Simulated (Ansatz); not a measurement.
## Molecular dynamics of C₄H₁₅NOSi₂ (part 2 of 2)

Continued. System: C₄H₁₅NOSi₂. Method: RKS PBE0/STO-3G (Ansatz 0.2.0). It belongs to a series of runs on one base structure; here: dynamics from the last frame of an earlier run.

Geometry of the input (Å):
```
Si -0.0996  -0.0945  -0.2327
O  0.2670  -0.3457  1.3513
Si -0.9113  -0.4008  2.5397
H  -2.1347  -1.0416  2.1543
H  -0.3648  -0.9952  3.7887
H  -1.2014  1.0126  2.8299
N  1.5217  -0.0714  -0.9235
C  2.4502  -1.1980  -0.4340
H  2.1029  -2.1658  -0.7896
H  3.4310  -1.1334  -0.9366
H  2.5785  -1.2058  0.6562
C  2.2387  1.3034  -0.7978
H  3.2422  1.4220  -1.2369
H  1.7366  2.1327  -1.2952
H  2.1896  1.4229  0.3354
C  -1.0427  1.5214  -0.4222
H  -1.8259  1.3579  -1.1331
H  -1.3741  2.0808  0.5254
H  -0.3581  2.2290  -0.9831
C  -1.1318  -1.4474  -0.9057
H  -2.2117  -1.4232  -0.6506
H  -1.0292  -1.4690  -2.0001
H  -0.6545  -2.3628  -0.5987
```

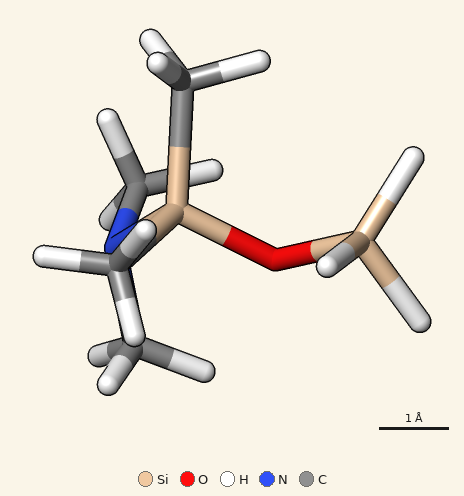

Fig. 1: The geometry at step 44 of the log (stick view, seen at a tilt).

```
Total energy: -23389.94033785 eV, -859.5644531451 hartree
Atom 0 at    -0.090222    -0.045257    -0.241377 Å, force    -1.162370    -1.495850     1.636528 eV/Å
Atom 1 at     0.304339    -0.365891     1.455772 Å, force     0.192373     0.862305    -2.444293 eV/Å
Atom 2 at    -0.944735    -0.416000     2.544655 Å, force    -0.421157    -0.883218     1.331441 eV/Å
Atom 3 at    -2.105707    -1.066687     1.991139 Å, force     0.080308    -0.900559     0.102964 eV/Å
Atom 4 at    -0.311020    -0.968150     3.764142 Å, force    -0.688609    -0.062883    -0.725087 eV/Å
Atom 5 at    -1.620759     0.744426     2.983462 Å, force     0.188236     1.398360     0.150542 eV/Å
Atom 6 at     1.510496    -0.040804    -0.956509 Å, force     0.278484    -0.291896    -1.552882 eV/Å
Atom 7 at     2.404919    -1.131395    -0.471812 Å, force    -0.506108    -0.726943     0.200659 eV/Å
Atom 8 at     2.008465    -2.142146    -0.652994 Å, force    -0.734249     0.126441     0.066520 eV/Å
Atom 9 at     3.400649    -1.206224    -0.957950 Å, force    -0.221922     0.997970     0.279479 eV/Å
Atom 10 at     2.446650    -0.973541     0.610780 Å, force     1.025194    -0.618423     0.541331 eV/Å
Atom 11 at     2.251855     1.217991    -0.829571 Å, force    -0.353107     2.021419    -0.889526 eV/Å
Atom 12 at     3.263246     1.077099    -1.215831 Å, force     0.626945    -0.259908     0.482540 eV/Å
Atom 13 at     1.871810     2.009035    -1.558812 Å, force    -0.194934    -0.784478     1.279705 eV/Å
Atom 14 at     2.269400     1.630155     0.221756 Å, force     0.289526    -0.070242    -0.846497 eV/Å
Atom 15 at    -1.015543     1.617375    -0.429769 Å, force    -0.655709    -1.387959     1.552944 eV/Å
Atom 16 at    -2.085235     1.569568    -0.728963 Å, force     0.832512    -0.326215    -0.007668 eV/Å
Atom 17 at    -0.999818     2.074461     0.576388 Å, force     0.020512     0.141171    -0.467505 eV/Å
Atom 18 at    -0.480966     2.244346    -1.097231 Å, force     0.581288     1.031437    -0.955837 eV/Å
Atom 19 at    -1.082057    -1.571210    -0.921301 Å, force    -0.362144     1.280967     1.021796 eV/Å
Atom 20 at    -2.191640    -1.481518    -0.793748 Å, force     1.094885    -0.077838     0.212712 eV/Å
Atom 21 at    -0.913080    -1.632013    -1.975908 Å, force     0.239136    -0.062071    -1.158961 eV/Å
Atom 22 at    -0.725444    -2.512125    -0.490164 Å, force    -0.149089     0.088414     0.189093 eV/Å
Dipole moment:    -0.079665     0.100531    -0.059328 e Å
```

### Trajectory as extended XYZ (Å, eV, eV/Å), 9 of the 90 frames kept, from step=0 to step=89
```
23
Properties=species:S:1:pos:R:3:forces:R:3 step=0 time_fs=0.0 energy=-23389.72392 temperature=400.0
Si   -0.0996   -0.0945   -0.2327   -0.1530   1.3114   0.6124
O     0.2670   -0.3457    1.3513    0.3089  -0.8403   1.2968
Si   -0.9113   -0.4008    2.5397    0.5564   1.1365   1.2240
H    -2.1347   -1.0416    2.1543   -0.3019  -0.3098  -0.0739
H    -0.3648   -0.9952    3.7887   -0.3352   0.2080  -0.9786
H    -1.2014    1.0126    2.8299   -0.2300  -0.5841   0.1484
N     1.5217   -0.0714   -0.9235    1.9969   0.2297  -1.8457
C     2.4502   -1.1980   -0.4340   -0.4847   1.5144  -1.2005
H     2.1029   -2.1658   -0.7896   -0.8712  -0.4945   0.2160
H     3.4310   -1.1334   -0.9366    0.0629   0.6254   0.3261
H     2.5785   -1.2058    0.6562    0.1323  -0.1209   0.2771
C     2.2387    1.3034   -0.7978   -1.1365  -1.5942   2.3013
H     3.2422    1.4220   -1.2369    0.3729  -1.1860   0.5113
H     1.7366    2.1327   -1.2952   -1.1945   0.0292   0.0264
H     2.1896    1.4229    0.3354    1.1096   1.1538  -1.3842
C    -1.0427    1.5214   -0.4222    2.0631   2.1529   0.0879
H    -1.8259    1.3579   -1.1331   -1.3731  -0.0259  -0.1181
H    -1.3741    2.0808    0.5254    0.3564  -1.3738  -1.7157
H    -0.3581    2.2290   -0.9831   -0.8183  -0.6224   0.9383
C    -1.1318   -1.4474   -0.9057   -0.2897  -0.3970  -1.2680
H    -2.2117   -1.4232   -0.6506    0.8529  -0.0801   0.0242
H    -1.0292   -1.4690   -2.0001   -0.3285   0.2148   0.1230
H    -0.6545   -2.3628   -0.5987   -0.2955  -0.9471   0.4715
23
Properties=species:S:1:pos:R:3:forces:R:3 step=11 time_fs=2.8 energy=-23389.82386 temperature=436.6
Si   -0.1140   -0.0937   -0.2191    0.5726   1.6229  -0.7422
O     0.2782   -0.3488    1.3336   -0.1971  -0.6832   2.7209
Si   -0.9196   -0.3934    2.5400    0.1855   0.8416  -0.1429
H    -2.0777   -1.1931    2.1403    0.0517   0.5115   0.0415
H    -0.3802   -1.0559    3.6954    0.2061   0.0054   0.1758
H    -1.2236    1.0306    2.8990   -0.1840  -1.2185  -0.1943
N     1.5258   -0.0750   -0.9331    1.6944   0.2263  -1.1958
C     2.4501   -1.1887   -0.4212   -0.1605   0.1448  -1.8709
H     2.1038   -2.1670   -0.8000   -0.7964   0.0602   0.3836
H     3.4085   -1.1330   -0.9930   -0.1320   0.6393   0.9059
H     2.6197   -1.2987    0.6721    0.0270   0.4869  -0.2280
C     2.2542    1.3025   -0.8025   -3.0148  -0.6618   0.1550
H     3.2624    1.3972   -1.2088    0.5420  -0.8512   0.2272
H     1.6834    2.1331   -1.3269    0.2437  -1.1897   0.6465
H     2.1606    1.4391    0.2796    1.1462   1.2854   0.3417
C    -1.0207    1.5464   -0.4196   -1.4792  -1.0513   0.0282
H    -1.9091    1.3691   -1.0351   -0.0104  -0.0829  -0.0615
H    -1.4130    2.0524    0.4778    0.6738  -0.3512  -0.0516
H    -0.4275    2.2145   -0.9826    0.9441   1.3233  -0.6092
C    -1.1108   -1.4568   -0.9110   -1.6308  -0.9876   0.7182
H    -2.2051   -1.4365   -0.6632    1.1924   0.1337   0.0871
H    -1.0708   -1.5060   -1.9719    0.2419   0.1190  -1.4372
H    -0.7004   -2.3989   -0.5514   -0.1163  -0.3229   0.1021
23
Properties=species:S:1:pos:R:3:forces:R:3 step=22 time_fs=5.5 energy=-23389.78208 temperature=421.4
Si   -0.1269   -0.0888   -0.2075    1.4086   1.4468  -1.8877
O     0.2885   -0.3550    1.3280   -0.4919  -0.3910   3.3155
Si   -0.9274   -0.3842    2.5399    0.1611  -0.9686  -1.2258
H    -2.0187   -1.3085    2.1288    0.1715   1.1790   0.0904
H    -0.3815   -1.1161    3.6129    0.5861  -0.1207   0.9911
H    -1.2606    0.9702    2.9569   -0.3690  -0.2813  -0.1045
N     1.5384   -0.0772   -0.9488    0.8287   0.6405  -0.0690
C     2.4485   -1.1784   -0.4191   -0.7798  -1.0404  -1.2441
H     2.0505   -2.1637   -0.7840   -0.1484   0.6881   0.3351
H     3.3821   -1.0890   -0.9908    0.4710   0.2261   0.4555
H     2.6616   -1.3569    0.6727   -0.2504   0.9795  -0.5621
C     2.2533    1.2965   -0.8055   -1.3649  -1.5025  -0.2512
H     3.3113    1.3120   -1.1632   -0.7683  -0.2834   0.0407
H     1.6396    2.0618   -1.3213    0.4754  -0.2551  -0.1939
H     2.2111    1.5447    0.2439    0.6253   0.7163   1.1008
C    -1.0055    1.5662   -0.4187   -2.0241  -2.0524  -2.7637
H    -1.9930    1.3752   -0.9444    1.5439   0.0481  -0.1428
H    -1.4106    2.0040    0.4370    0.2262   1.1684   2.5317
H    -0.4476    2.2753   -1.0106    0.1887   0.4751  -0.0939
C    -1.0978   -1.4724   -0.9143    0.3836  -2.0074  -0.8402
H    -2.1324   -1.4399   -0.6665   -1.3444   0.3923   0.5642
H    -1.0969   -1.5336   -2.0204    0.4873   0.0730   0.5701
H    -0.7548   -2.4549   -0.4991   -0.0164   0.8695  -0.6161
23
Properties=species:S:1:pos:R:3:forces:R:3 step=33 time_fs=8.2 energy=-23389.78343 temperature=421.8
Si   -0.1362   -0.0802   -0.2005    2.2300   0.7791  -2.4213
O     0.2967   -0.3629    1.3371   -0.6259   0.0234   2.8694
Si   -0.9344   -0.3775    2.5371    1.4360  -2.9799  -0.4571
H    -1.9520   -1.3442    2.1223   -0.4284   0.9629  -0.1099
H    -0.3461   -1.1789    3.5918    0.1276   0.6068   0.3153
H    -1.3248    0.8916    3.0086   -0.5901   0.9063   0.1725
N     1.5552   -0.0762   -0.9648   -0.3809   0.9344   1.0460
C     2.4426   -1.1733   -0.4248   -0.5562  -0.1991  -0.9906
H     1.9842   -2.1204   -0.7474    0.1629  -0.1444  -0.2288
H     3.3860   -1.0296   -0.9559    0.5016  -0.3742  -0.0735
H     2.6865   -1.3475    0.6408   -0.3864   0.9619   0.3137
C     2.2443    1.2818   -0.8077    0.4153  -1.5405   2.7690
H     3.3134    1.2062   -1.1176   -0.7960   0.2561  -0.5617
H     1.6238    1.9763   -1.3321   -0.0459   1.1355  -1.2062
H     2.3048    1.6950    0.2654   -0.1980  -0.7941  -1.1493
C    -1.0022    1.5761   -0.4305   -0.9168   1.1287   0.3168
H    -1.9845    1.3834   -0.8690    0.1245  -0.0563  -0.9970
H    -1.3770    2.0177    0.5345    1.3608  -0.1780  -0.5976
H    -0.4541    2.3661   -1.0430   -0.8965  -1.2940   1.0522
C    -1.0847   -1.4987   -0.9216   -1.0566  -0.4247  -0.7922
H    -2.1313   -1.4168   -0.6364   -0.4559   0.3002  -0.0123
H    -1.0898   -1.5562   -2.0394    0.4005   0.0156   1.0673
H    -0.8071   -2.4620   -0.4846    0.5744  -0.0257  -0.3246
23
Properties=species:S:1:pos:R:3:forces:R:3 step=44 time_fs=11.0 energy=-23389.70876 temperature=394.4
Si   -0.1397   -0.0697   -0.1998    2.7085  -0.0197  -2.3574
O     0.3020   -0.3707    1.3590   -0.6248   0.4815   1.6139
Si   -0.9378   -0.3779    2.5333    1.9729  -2.1759   1.1402
H    -1.9173   -1.3143    2.1072   -1.1612   0.1496  -0.3834
H    -0.3016   -1.1999    3.5949   -0.3799   1.0404  -0.2460
H    -1.4273    0.8657    3.0682   -0.1497   0.2477  -0.2117
N     1.5700   -0.0706   -0.9756   -1.7033   0.6556   1.6796
C     2.4339   -1.1693   -0.4365    0.5509   0.8208  -0.7463
H     1.9285   -2.0867   -0.7247    0.3499  -0.8070  -0.4050
H     3.4198   -0.9968   -0.9231   -0.3637  -0.8492  -0.1522
H     2.6834   -1.2707    0.6284   -0.5244   0.5733   0.6461
C     2.2360    1.2592   -0.7960   -0.4840   0.8721   1.0242
H     3.2670    1.1165   -1.1119    0.4511   0.4345  -0.9992
H     1.6185    1.9538   -1.4136    1.0959  -0.0033   0.0314
H     2.3851    1.7941    0.2213   -0.8798  -1.3632  -0.9086
C    -1.0045    1.5906   -0.4410   -0.3201   0.4583   2.9330
H    -1.9665    1.3881   -0.8597   -1.0260  -0.0009  -0.8342
H    -1.2581    2.0258    0.6036    0.7445  -0.6761  -1.9706
H    -0.5119    2.3809   -1.0134    0.1824  -0.3077  -0.0578
C    -1.0779   -1.5273   -0.9322   -2.6117   1.5795   1.8859
H    -2.1595   -1.3754   -0.6084    1.3004  -0.2668  -0.8143
H    -1.0547   -1.5779   -1.9992    0.1642  -0.0647  -1.0341
H    -0.8206   -2.4708   -0.4920    0.7078  -0.7788   0.1667
23
Properties=species:S:1:pos:R:3:forces:R:3 step=56 time_fs=14.0 energy=-23389.77256 temperature=417.7
Si   -0.1356   -0.0583   -0.2058    2.7539  -0.8470  -1.8325
O     0.3047   -0.3766    1.3909   -0.4511   0.9009  -0.0788
Si   -0.9364   -0.3846    2.5323    0.1151  -0.6617   1.5013
H    -1.9665   -1.2643    2.0627   -0.6262   0.0853  -0.1452
H    -0.2806   -1.1447    3.5853   -0.3114   0.4303   0.2330
H    -1.5474    0.8540    3.1132    0.6470  -0.7088  -0.7811
N     1.5759   -0.0608   -0.9778   -2.7852  -0.0507   1.5147
C     2.4272   -1.1604   -0.4535    0.1246   0.1384   0.7928
H     1.9011   -2.1028   -0.7272    0.8616   0.1251   0.1438
H     3.4330   -1.0265   -0.9016   -0.3207  -0.6546  -0.3666
H     2.6364   -1.1426    0.6542   -0.5746  -0.1215  -0.5487
C     2.2253    1.2392   -0.7787    0.8389   0.8888  -3.8251
H     3.2404    1.0553   -1.1784    0.0468   0.6316  -0.1524
H     1.6929    1.9341   -1.5008    0.8476  -0.3661   0.8923
H     2.4069    1.8042    0.1212   -0.5857  -0.1501   1.8409
C    -1.0108    1.6073   -0.4358   -1.2083  -2.4813  -0.4454
H    -2.0052    1.3981   -0.9034    0.6413   0.5107   0.8416
H    -1.0778    1.9933    0.5526   -0.9259   0.6580   1.2632
H    -0.5550    2.3798   -0.9930    1.1817   0.7173  -1.2346
C    -1.0855   -1.5496   -0.9327    0.5022   0.6167   1.0605
H    -2.1105   -1.3501   -0.6359   -0.6541  -0.4324  -0.3332
H    -1.0029   -1.6052   -2.0178   -0.0787   0.0691  -0.1095
H    -0.7845   -2.5242   -0.4944   -0.0388   0.7022  -0.2311
23
Properties=species:S:1:pos:R:3:forces:R:3 step=67 time_fs=16.8 energy=-23389.71357 temperature=396.0
Si   -0.1246   -0.0500   -0.2163    2.0977  -1.4736  -0.9588
O     0.3050   -0.3779    1.4201   -0.1758   1.0942  -1.4301
Si   -0.9347   -0.3928    2.5351   -1.9833  -0.5371   0.4355
H    -2.0564   -1.2106    2.0120    0.5805   0.3593   0.3752
H    -0.2834   -1.0616    3.5949    0.0415  -0.4077   0.9868
H    -1.6139    0.7995    3.1005    0.7802  -0.2419  -0.6455
N     1.5667   -0.0519   -0.9718   -2.8696  -0.4758   0.6150
C     2.4219   -1.1509   -0.4648   -0.5401  -0.0172   1.3060
H     1.9338   -2.1158   -0.7221    0.3885   0.2415   0.3469
H     3.4229   -1.1013   -0.9079    0.1420  -0.0195  -0.3573
H     2.5540   -1.0328    0.6466    0.0168  -0.7461  -0.5655
C     2.2208    1.2266   -0.7832    2.8677   0.4038  -2.9595
H     3.2238    1.0443   -1.2514   -0.1042   0.4769   0.9408
H     1.8173    1.8993   -1.5264   -0.8917   1.0180  -0.1294
H     2.3806    1.7887    0.1391   -0.3404  -0.3873   1.0465
C    -1.0222    1.6103   -0.4318    1.3033  -0.1266  -1.5731
H    -2.0108    1.4406   -0.8930    0.0545   0.3532   0.9635
H    -0.9699    2.0009    0.5684   -1.2711   0.6273   0.8089
H    -0.5221    2.4099   -1.0470   -0.1505  -1.3613   0.3545
C    -1.0906   -1.5653   -0.9266    2.2407   0.7876  -0.9726
H    -2.1053   -1.3581   -0.6880   -1.5629  -0.4124   0.0916
H    -0.9610   -1.6254   -2.0461   -0.2805   0.2041   1.3141
H    -0.7501   -2.5337   -0.5087   -0.3433   0.6405   0.0063
23
Properties=species:S:1:pos:R:3:forces:R:3 step=78 time_fs=19.5 energy=-23389.69967 temperature=391.1
Si   -0.1082   -0.0455   -0.2292    0.6612  -1.6659   0.2541
O     0.3045   -0.3743    1.4430    0.0828   1.0722  -2.2587
Si   -0.9376   -0.4028    2.5393   -1.7450  -1.4110   0.3245
H    -2.1101   -1.1353    1.9858    0.9031  -0.0517   0.4798
H    -0.2878   -1.0020    3.6668   -0.2490  -0.3771   0.3965
H    -1.6282    0.7338    3.0443    0.2610   1.1552  -0.0231
N     1.5431   -0.0453   -0.9627   -1.8019  -0.4123  -0.5751
C     2.4140   -1.1413   -0.4691   -0.1017   0.1552   0.1441
H     1.9909   -2.1173   -0.6943   -0.6341  -0.4519   0.1763
H     3.4172   -1.1772   -0.9366   -0.1804   0.6784   0.1339
H     2.4739   -0.9736    0.6072    0.7760  -0.8427   0.7368
C     2.2318    1.2173   -0.8048    1.5196   1.7214  -0.2092
H     3.2094    1.0644   -1.2642    1.1001  -0.1548   0.8675
H     1.8863    1.9279   -1.5517   -1.2851   0.8642   0.1829
H     2.3297    1.7430    0.2229   -0.1526  -1.0806  -1.4460
C    -1.0261    1.6118   -0.4350    2.8977   1.0164   1.6955
H    -2.0186    1.5070   -0.8195   -1.1581  -0.0726   0.1534
H    -0.9513    2.0479    0.6298   -0.9947  -0.4240  -1.9606
H    -0.4922    2.3585   -1.0854   -0.3815  -1.0412   0.5359
C    -1.0849   -1.5751   -0.9246   -0.8034   2.5621   0.2376
H    -2.1851   -1.3987   -0.7381    1.3100  -0.6654  -0.1310
H    -0.9363   -1.6324   -1.9998   -0.0252   0.1083  -0.3767
H    -0.7357   -2.5061   -0.5193    0.0016  -0.6821   0.6618
23
Properties=species:S:1:pos:R:3:forces:R:3 step=89 time_fs=22.2 energy=-23389.94031 temperature=479.5
Si   -0.0902   -0.0453   -0.2414   -1.1624  -1.4958   1.6365
O     0.3043   -0.3659    1.4558    0.1924   0.8623  -2.4443
Si   -0.9447   -0.4160    2.5447   -0.4212  -0.8832   1.3314
H    -2.1057   -1.0667    1.9911    0.0803  -0.9006   0.1030
H    -0.3110   -0.9682    3.7641   -0.6886  -0.0629  -0.7251
H    -1.6208    0.7444    2.9835    0.1882   1.3984   0.1505
N     1.5105   -0.0408   -0.9565    0.2785  -0.2919  -1.5529
C     2.4049   -1.1314   -0.4718   -0.5061  -0.7269   0.2007
H     2.0085   -2.1421   -0.6530   -0.7342   0.1264   0.0665
H     3.4006   -1.2062   -0.9580   -0.2219   0.9980   0.2795
H     2.4466   -0.9735    0.6108    1.0252  -0.6184   0.5413
C     2.2519    1.2180   -0.8296   -0.3531   2.0214  -0.8895
H     3.2632    1.0771   -1.2158    0.6269  -0.2599   0.4825
H     1.8718    2.0090   -1.5588   -0.1949  -0.7845   1.2797
H     2.2694    1.6302    0.2218    0.2895  -0.0702  -0.8465
C    -1.0155    1.6174   -0.4298   -0.6557  -1.3880   1.5529
H    -2.0852    1.5696   -0.7290    0.8325  -0.3262  -0.0077
H    -0.9998    2.0745    0.5764    0.0205   0.1412  -0.4675
H    -0.4810    2.2443   -1.0972    0.5813   1.0314  -0.9558
C    -1.0821   -1.5712   -0.9213   -0.3621   1.2810   1.0218
H    -2.1916   -1.4815   -0.7937    1.0949  -0.0778   0.2127
H    -0.9131   -1.6320   -1.9759    0.2391  -0.0621  -1.1590
H    -0.7254   -2.5121   -0.4902   -0.1491   0.0884   0.1891
```

### Key numbers

```json
{"quantity": "outcome", "value": "finished"}
{"quantity": "mean temperature over the second half", "value": "411 K"}
{"quantity": "trajectory", "value": "89 steps, 22.25 fs"}
{"quantity": "ensemble", "value": "nve"}
{"quantity": "temperature in the input", "value": "400.0 K"}
{"quantity": "time step", "value": "0.25 fs"}
{"quantity": "potential energy (last step)", "value": "−23389.9403 eV"}
{"quantity": "mean-field energy (last step)", "value": "−23389.9403 eV"}
{"quantity": "largest force (length of the vector) (last step)", "value": "2.599 eV/Å"}
{"quantity": "wall time", "value": "13 min"}
{"quantity": "peak memory", "value": "0.21 GiB"}
```

### Notes

So short a trajectory is not equilibrated.
